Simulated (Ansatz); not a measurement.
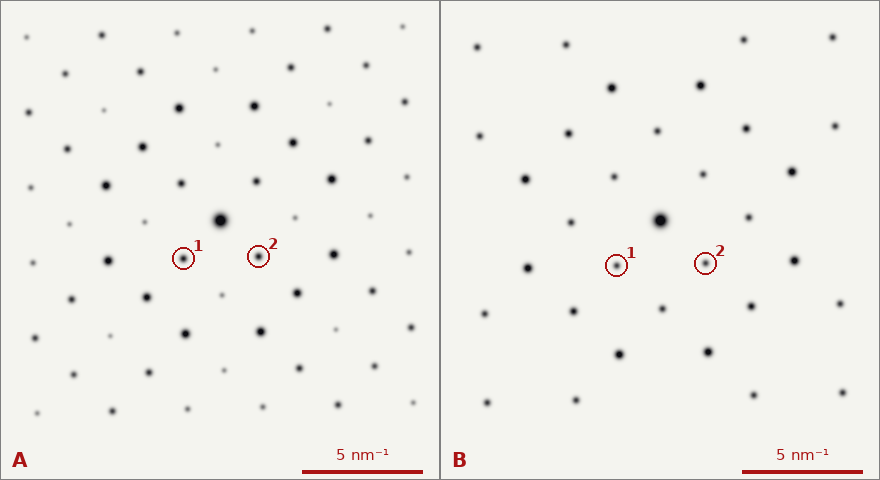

Kinematic electron diffraction patterns (200 kV, B = 0.5 Å², same scale) along [110] of the run's own cell, for the start and the end of one relaxation of GaP2 with Ansatz, DFT PBE, scalar-relativistic, plane waves, PAW. k mesh 10×10×10. The start is a generated model structure, and the relaxation ends in the nearest stationary point of its symmetry, not necessarily the ground state. Spot 1 is -1 1 0 and spot 2 is 0 0 1 in both.

Start structure:

```
Ga P
1.0
    -3.16446    3.16446    2.63410
     3.16446   -3.16446    2.63410
     3.16446    3.16446   -2.63410
Ga P
2 4
Cartesian
  0.0000 0.0000 1.3171
  0.0000 0.0000 3.9512
  1.0569 4.2214 0.0000
  2.1075 1.0569 0.0000
  2.1075 -1.0569 2.6341
  1.0569 2.1075 2.6341
```

**Which pattern belongs to the start structure, and which to the relaxed one?**

A is the start: its cell gives d(1) = 4.475 Å, d(2) = 4.475 Å and an angle of 90.0°. B is the relaxed structure, with d(1) = 3.788 Å (-15.4 %), d(2) = 3.788 Å (-15.4 %) and 90.0°.

**Name reflections whose intensity changes strongly on relaxation.**

2 -2 2 fades out of sight; 1 -1 1 goes from 2.9 to 26 % of the strongest spot; 1 -1 0 goes from 40 to 21 % of the strongest spot.

**What did the relaxation do to the structure and the energy?**

The volume changed by -5.3 % to 16.66 Å³ an atom; with the mean shift removed, the atoms moved by up to 0.15 Å relative to the cell (P most); the space group stayed I4/mcm (No. 140); the free energy fell by 500 meV an atom. Relaxed cell: a = 5.146 Å, b = 5.146 Å, c = 5.146 Å, α = 117.27°, β = 117.27°, γ = 94.80°.
